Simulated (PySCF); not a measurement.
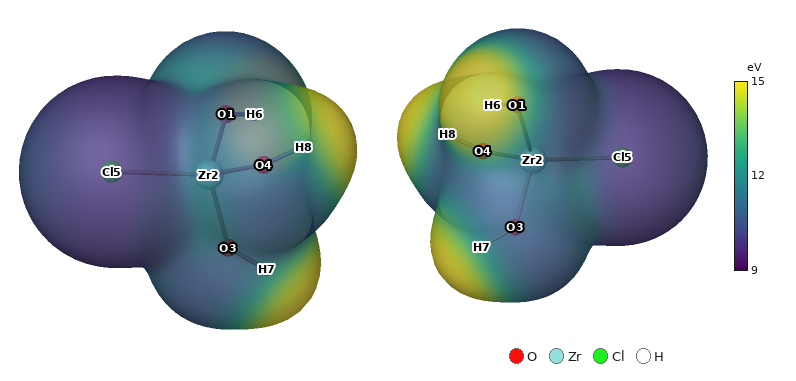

*ClH₃O₃Zr, SMILES `O[Zr](O)(O)Cl`. Average local ionisation energy on the surface of electron density 0.001 a.u. (back view left, front view right).*

PySCF calculation, PBE0/def2-TZVP, gas phase; geometry: GFN2-xTB. Core potentials replace the inner electrons of Zr; spin–orbit coupling isn't included. This is a single-reference result, which may miss multireference character in this system. No frequency check shows the geometry to be a minimum. GFN2-xTB bond lengths at metals and heavier atoms can be off by up to 0.1 Å and shapes distorted, which carries into these values.

Locate the minima of the map.

The lowest value is 9.8 eV, 2.1 Å from Cl5, and at like points elsewhere. Further minima include 10.6 eV, 1.9 Å from O3, and at like points elsewhere. For comparison, the highest occupied orbital lies at −8.8 eV.

What volume does the surface enclose, and what is the dipole moment?

About 125 Å³; the dipole moment is 5.0 D.
